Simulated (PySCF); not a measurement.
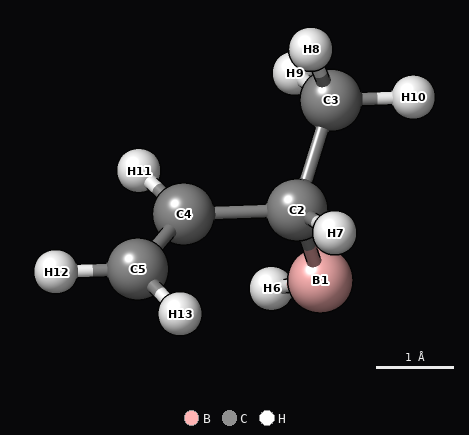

*The structure (ball-and-stick view, seen at an oblique angle; atoms are numbered from 1 in the order of the input).*

Bond lengths as drawn: B–C 1.57 Å, B–H 1.16 Å, C–C 1.32 to 1.54 Å and C–H 1.08 to 1.10 Å.

**EPR calculation, with input and output: C4H8B**

The run: EPR calculation of C4H8B, multiplicity 2. Method and program: UKS B3LYP, pcH-1 on B C H, non-relativistic, mean-field spin-orbit, GIAO (PySCF 2.14.0).

It belongs to a series of runs on one base structure; here: H removed from B.

What the program printed:
```
UKS, coarse grid
  cycle   1  E = -181.93943454  |g| = 3.03e-01
  cycle   2  E = -181.91789732  |g| = 3.68e-01
  cycle   3  E = -181.99280769  |g| = 2.53e-02
  cycle   4  E = -181.99321676  |g| = 1.46e-02
  cycle   5  E = -181.99333961  |g| = 5.61e-03
  cycle   6  E = -181.99335542  |g| = 2.80e-03
  cycle   7  E = -181.99336178  |g| = 8.47e-04
UKS, final grid
  cycle   1  E = -181.99334744  |g| = 1.16e-03
  cycle   2  E = -181.99334632  |g| = 2.01e-03
  cycle   3  E = -181.99334845  |g| = 2.14e-04
  cycle   4  E = -181.99334852  |g| = 1.06e-04
  cycle   5  E = -181.99334860  |g| = 4.53e-05
  cycle   6  E = -181.99334860  |g| = 1.09e-05
E = -181.99334860 Eh   <S^2> = 0.7519 (exact 0.7500)
g shifts (ppm)      1          2          3
  rmc           -95        -95        -95
  gc             19         16        -13
  oz_so       -1054          6        242
  total       -1130        -73        133
hyperfine (MHz)  atom isotope    a_iso     a_fc   dipolar eigenvalues
    0   11B     339.83     339.83    -43.11    -42.32     85.43
    1   13C      21.51      21.51     -4.93     -3.14      8.07
    2   13C      -0.26      -0.26     -1.04     -0.32      1.36
    3   13C      27.23      27.23     -5.75     -0.40      6.15
    4   13C       5.33       5.33     -4.58     -3.73      8.32
    5    1H      59.86      59.86    -19.43     -1.29     20.72
    6    1H      39.05      39.05     -5.10     -4.55      9.64
    7    1H       0.13       0.13     -1.65     -1.10      2.75
    8    1H      -0.27      -0.27     -2.41     -2.17      4.58
    9    1H      -0.69      -0.69     -2.89     -2.26      5.15
   10    1H       0.00       0.00     -2.48     -1.81      4.29
   11    1H      -1.78      -1.78     -2.60     -0.68      3.28
   12    1H      -3.14      -3.14     -1.74      0.24      1.50
```

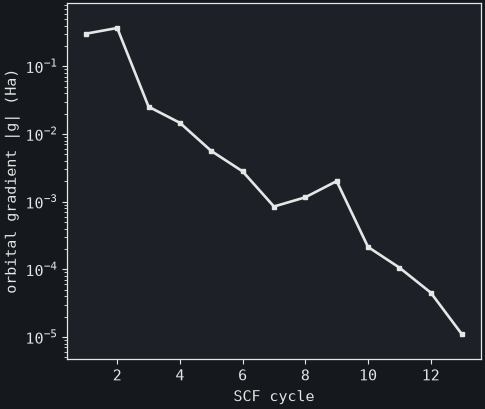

*Convergence of the self-consistent field: orbital gradient |g| against the SCF cycle.*

All cycles printed in the log are drawn one after another.

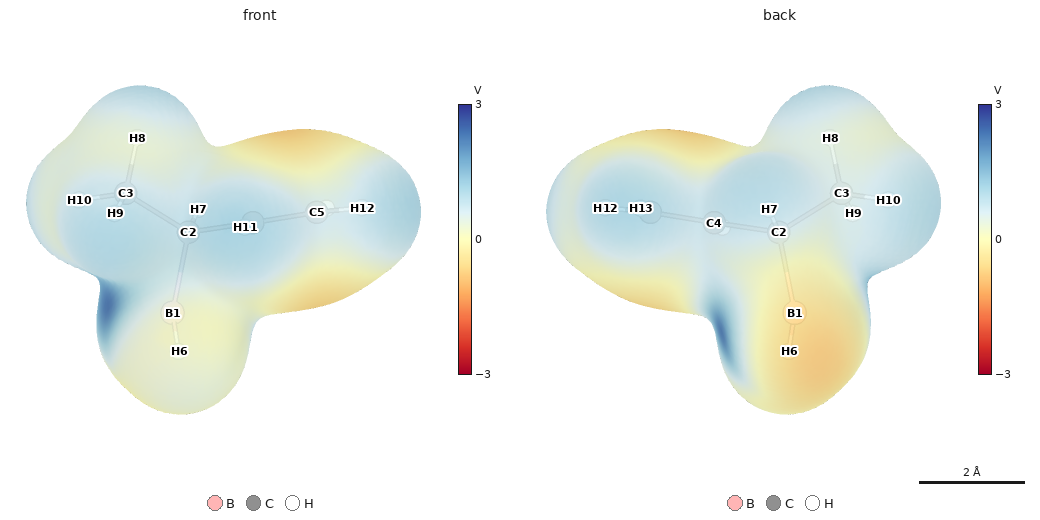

*The electrostatic potential painted on the density surface at 0.004 e/bohr³, seen at a tilt and from behind; the colour scale runs from red (negative) to blue (positive).*

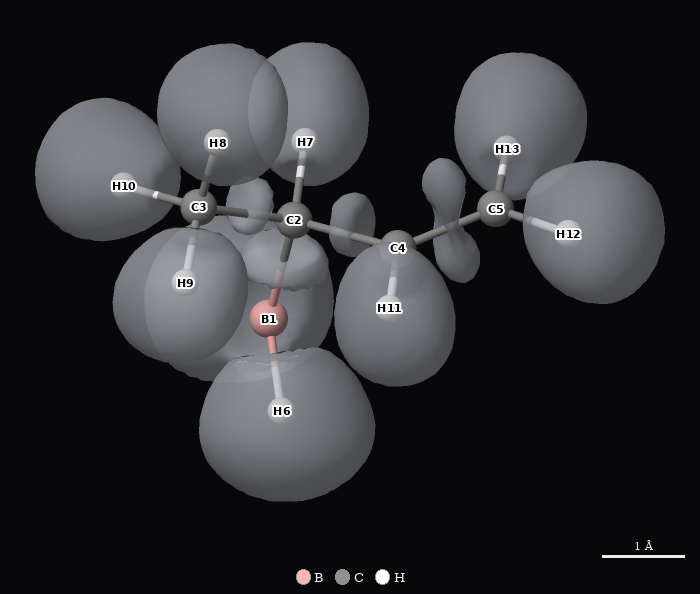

*Isosurface of the ELF at 0.85 (grey), seen at a tilt. Core shells and regions of very low density are left out.*

The ELF exceeds this value in one region between bonded B–C atoms (shared pairs), three regions between bonded C–C atoms (shared pairs), seven regions around hydrogen nuclei and one joined region spread over several atoms (B, H). Along the contacts the grid gives the following. C–C (1.32 Å): the ELF peaks at about 0.90 between the atoms (a multiple bond by its length, whose ELF region spreads away from the axis).

This output came from the following input.

The input:
```
{"job": {"kind": "epr", "basis": "pcH-1"}, "charge": 0, "multiplicity": 2}
B     -1.231100    -1.199944    -0.466516
C     -0.464232     0.124216    -0.130368
C     -1.241702     0.890483     0.957870
C      0.887399    -0.284914     0.378133
C      2.002611    -0.246982    -0.334431
H     -1.200715    -2.192019     0.141317
H     -0.328475     0.800280    -0.981736
H     -0.688597     1.780717     1.251927
H     -1.387573     0.267812     1.838396
H     -2.218213     1.194752     0.587790
H      0.902233    -0.673287     1.388418
H      2.945138    -0.585489     0.061808
H      2.018837     0.124861    -1.346111
```

The first line tells a small driver script what to run in PySCF; the rest is the geometry in Å.

Launch command:
```bash
OMP_NUM_THREADS=1 python <driver script> task.json out
```

Results in brief:

| quantity | value |
| --- | --- |
| outcome | converged |
| total energy | −181.993349 hartree |
| ⟨S²⟩ | 0.752 |
| isotropic g | 2.0020 |
| hardware | 1 CPU thread, shared host |
| wall time | 27 s |
| peak memory | 0.73 GiB |
